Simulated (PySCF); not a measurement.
**C$_{5}$H$_{11}$N$_{2}$PSi: density, localisation and related maps**

The calculation's input:

```
{"job": {"kind": "nmr", "xc": "PBE0", "basis": "pcSseg-1"}, "charge": 0, "multiplicity": 1}
C     -2.129150    -1.451354    -0.183267
C     -1.478538    -0.404453    -0.652928
C     -1.362778     0.899743     0.085805
C     -1.606442     2.001547    -0.812207
N     -1.761855     2.874870    -1.534053
C      0.050557     1.065207     0.717811
N      1.126337     1.102612    -0.228629
Si     2.004227    -0.255179    -0.815362
P      1.625922    -1.890227     0.669113
H     -2.645216    -1.428267     0.762952
H     -2.170676    -2.378652    -0.727196
H     -0.971538    -0.445863    -1.606494
H     -2.099655     0.938622     0.896195
H      0.055670     1.986671     1.312946
H      0.214868     0.214537     1.387151
H      1.094269     1.925588    -0.811465
H      1.563900    -0.777152    -2.119968
H      3.399325     0.185042    -0.914847
H      2.511989    -1.412321     1.617121
H      2.573637    -2.740294     0.134894
```

Run with:

```sh
OMP_NUM_THREADS=1 python probes_run.py task.json out
```

Geometry: GFN2-xTB.

Method: PBE0/pcSseg-1, SCF density, gas phase, non-relativistic in PySCF.

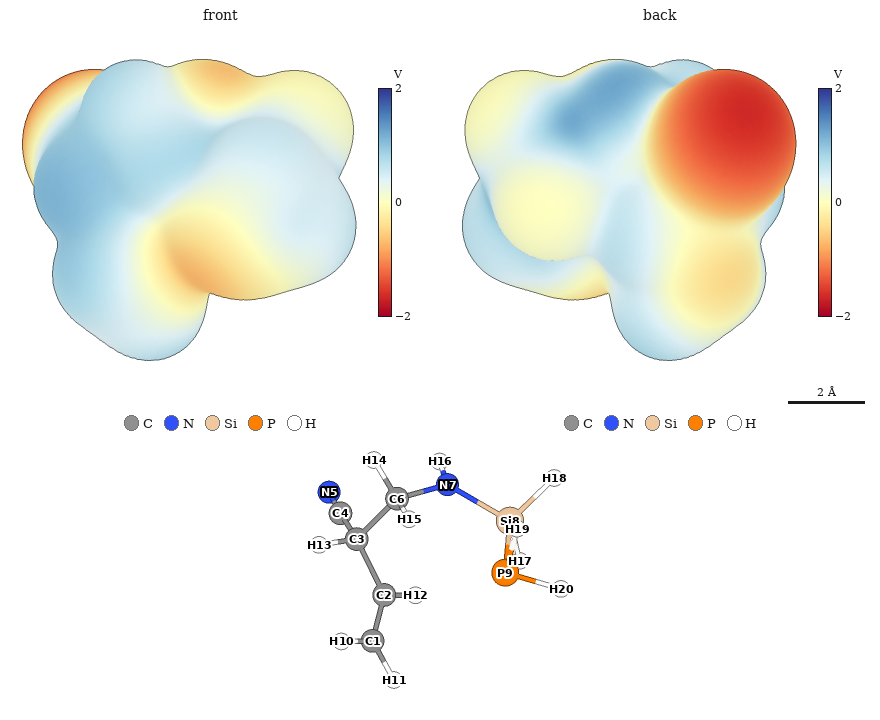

Figure 1. The molecular electrostatic potential painted on the density surface at 0.001 e/bohr³, seen from the front and from behind; the colour scale runs from red (negative) to blue (positive). The bare structure is drawn below in the same view.

Question: Where is the surface potential most negative and most positive?

Answer: The most negative region (about −1.6 V, or −37 kcal/mol for a unit charge) lies over N5, the most positive (about +1.2 V, or +28 kcal/mol for a unit charge) over Si8 and H16. N5 is the likeliest acceptor of a hydrogen bond.

Question: How polar is the molecule by this calculation?

Answer: Its dipole moment is 3.26 D.

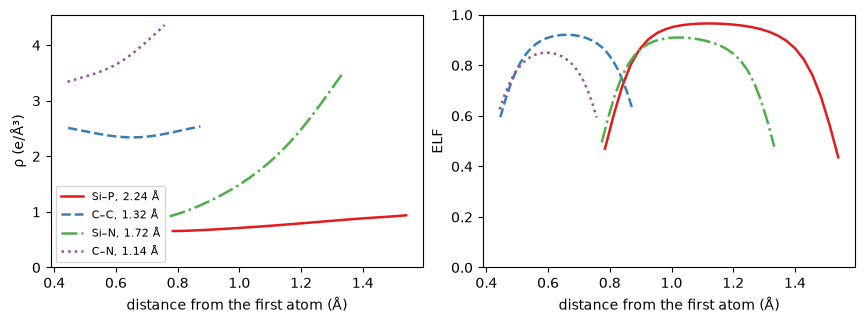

Figure 2. Electron density and ELF along straight lines between neighbouring atoms. The curves leave out the atomic cores.

Question: What kind of bonding do the profiles show?

Answer: Si–P (2.24 Å): ρ at the midpoint is about 0.76 e/Å³; the ELF peaks at about 0.95 between the atoms: localised, covalent bonding.
C–C (1.32 Å): the density is about 2.3 e/Å³ at the midpoint; the ELF peaks at about 0.90 between the atoms; a multiple bond.
Si–N (1.72 Å): the density is about 1.1 e/Å³ at the midpoint; the ELF peaks at about 0.90 between the atoms; a polar covalent bond.
C–N (1.14 Å): ρ is about 3.6 e/Å³ halfway; the ELF peaks at about 0.85 between the atoms (a short, multiple covalent bond).
